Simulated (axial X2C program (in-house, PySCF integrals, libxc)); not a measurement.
# A two-component session on WB⁺: properties at the nuclei

Wanted for WB⁺: properties at the nuclei, at the two-component level.

Method: two-component X2C with atomic mean-field terms, W dyall-cv3z, B dyall-v3z; program: an in-house X2C program for linear molecules on PySCF integrals.

All values are calculated.

### 1 Input

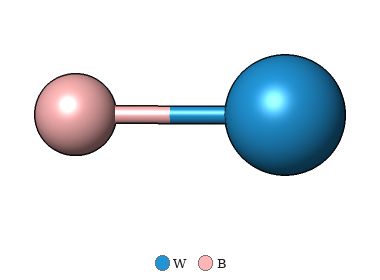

The two atoms at 2.220 Å (tungsten blue, boron pink).

Contents of task.json:

```json
{"zs": [74, 5], "q": 1, "bas": ["dyall-cv3z", "dyall-v3z"], "r0": 2.22, "levels": ["PBE0", "HF", "BHandHLYP", "PBE50", "r2SCAN"], "nst": 3}
```

Keys: zs atomic numbers; q charge; bas basis sets; r0 starting distance in Å; levels methods (HF also brings MP2); nst determinants followed.

Run with:

```sh
$ python soeom.py task.json out
```

The runs that follow: Expectation values, lowest determinant; Expectation values, a higher determinant; Expectation values, a higher determinant.

Before running it: what results should come out? Wanted: lowest determinant; Eeff magnitude; Ws magnitude W; A∥/gI W; qzz W; higher determinant (for each run or level that gives them).

As calculated:

| quantity | value |
| --- | --- |
| lowest determinant | Ω = 3 (excess of +ω over −ω: ω = 1/2, ω = 5/2) |
| Eeff magnitude (GV/cm), PBE0 | 6.06 |
| Ws magnitude W (kHz), PBE0 | 1.04 |
| A∥/gI W (MHz), PBE0 | 2110 |
| qzz W (a.u.), PBE0 | 0.29 |
| higher determinant | Ω = 2 (excess of +ω over −ω: ω = -1/2, ω = 5/2) |
| Eeff magnitude (GV/cm), PBE0, higher determinant | 14 |
| Ws magnitude W (kHz), PBE0, higher determinant | 5.89 |
| A∥/gI W (MHz), PBE0, higher determinant | 902 |
| qzz W (a.u.), PBE0, higher determinant | -0.14 |
| higher determinant | Ω = 1 (excess of +ω over −ω: 2 × ω = 1/2) |
| Eeff magnitude (GV/cm), PBE0, higher determinant | 11.2 |
| Ws magnitude W (kHz), PBE0, higher determinant | 10 |
| A∥/gI W (MHz), PBE0, higher determinant | 6720 |
| qzz W (a.u.), PBE0, higher determinant | -6.53 |

In words: In the first state, the effective field runs from 1.37 to 10.8 GV/cm over the mean-field levels, so the levels don't agree on it. The expectation values come from single determinants, which for open shells can mix terms of unlike spin or miss the lowest Ω, so a determinant need not be a state. Eeff is the effective electric field on the electron dipole moment in this Ω state and Ws the scalar–pseudoscalar constant (defined with the proton number Z and per Ω); A∥ is the parallel hyperfine constant, which follows by multiplying with the nuclear g factor gI = μI/(I μN); qzz is the electric field gradient, eQq0 = 234.96 MHz × Q/barn × qzz. The operators were transformed with the bare-nucleus X2C matrices.
